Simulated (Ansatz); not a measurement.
**CH₈SSi₂: small, medium and large basis sets**

How large a basis does CH₈SSi₂ need? Two functionals are run in growing sets.

Program: Ansatz 0.2.0, Gaussian basis. Level of theory: one geometry, several basis sets. These are calculated values, not measurements.

Levels to be run: PBE0-D4/def2-SVP; ωB97M-V/def2-SVP; PBE0-D4/def2-QZVPP; ωB97M-V/def2-QZVPP; the functionals' def2-TZVPP values are taken from earlier runs.

### 1 The geometry

All runs share one geometry, relaxed beforehand with PBE0-D4 in a triple-zeta def2 set.

SMILES `C[SiH2]S[SiH3]`, 12 atoms, charge 0, spin multiplicity 1.

Atoms are counted from 1 here; the program's logs count them from 0.

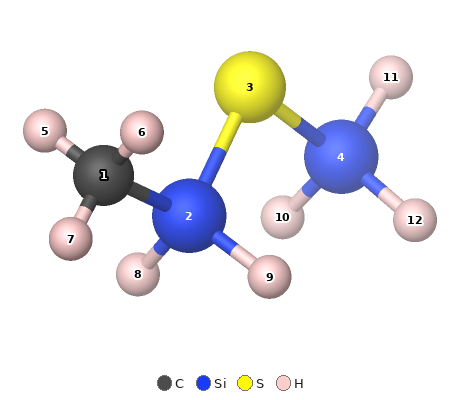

The structure; carbon dark grey, silicon blue, sulfur yellow, hydrogen pink; atoms are numbered from 1 in the order of the file.

### 2 PBE0-D4 in def2-SVP

File in.yaml:

```yaml
crystal:
  periodic: [false, false, false]
  atoms:
    - {symbol: C, position_ang: [-0.320651, 2.321298, 0.535114]}
    - {symbol: Si, position_ang: [-0.502807, 0.565021, -0.057040]}
    - {symbol: S, position_ang: [1.299924, -0.479595, 0.449028]}
    - {symbol: Si, position_ang: [0.784456, -2.390719, -0.346260]}
    - {symbol: H, position_ang: [0.531824, 2.804618, 0.053681]}
    - {symbol: H, position_ang: [-0.169617, 2.350605, 1.616052]}
    - {symbol: H, position_ang: [-1.220859, 2.893602, 0.297305]}
    - {symbol: H, position_ang: [-0.708679, 0.509370, -1.529561]}
    - {symbol: H, position_ang: [-1.661381, -0.106681, 0.591235]}
    - {symbol: H, position_ang: [0.531574, -2.309085, -1.807895]}
    - {symbol: H, position_ang: [1.942271, -3.279479, -0.084233]}
    - {symbol: H, position_ang: [-0.428958, -2.934155, 0.316572]}
basis:
  gaussian: {orbitals: def2-SVP}
hamiltonian: {xc: pbe0, dispersion: d4}
output: {orbitals: {seedname: orbitals}}
```

After this run come: ωB97M-V in def2-SVP; PBE0-D4 in def2-QZVPP; ωB97M-V in def2-QZVPP.

Before running them: what should the planned runs give, taken together? Wanted: PBE0-D4: double and triple zeta above quadruple; ωB97M-V: double and triple zeta above quadruple.

**Answer**, as computed:

| quantity | value |
| --- | --- |
| PBE0-D4: double and triple zeta above quadruple | 11.57, 0.94 eV |
| ωB97M-V: double and triple zeta above quadruple | 11.65, 0.88 eV |

**Reading.** PBE0-D4 gains 10.63 eV from double to triple zeta, then 0.94 eV more. Total energies overstate the basis error of differences, where much of it tends to cancel. The LUMO of ωB97M-V is positive and keeps falling with the basis (2.32 to 1.33 eV): an unbound level that the basis holds in place.
